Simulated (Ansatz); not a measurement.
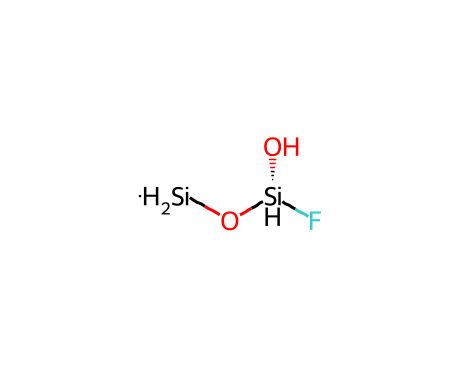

Charge 0, doublet. The geometry was computed by an optimisation with PBE0-D4/def2-TZVP. No frequency run is at hand to confirm it as a minimum. Program: Ansatz 0.2.0.

Compare HOMO energy (eV), dipole (D) at these levels: B3LYP-D4/def2-TZVPP; PBE-D4/def2-TZVPP; r2SCAN-D4/def2-TZVPP; ωB97M-V/def2-TZVPP.

```tsv
level	HOMO energy (eV)	dipole (D)
B3LYP-D4/def2-TZVPP	−5.92	1.32
PBE-D4/def2-TZVPP	−5.03	1.25
r2SCAN-D4/def2-TZVPP	−5.39	1.30
ωB97M-V/def2-TZVPP	−7.97	1.37
```
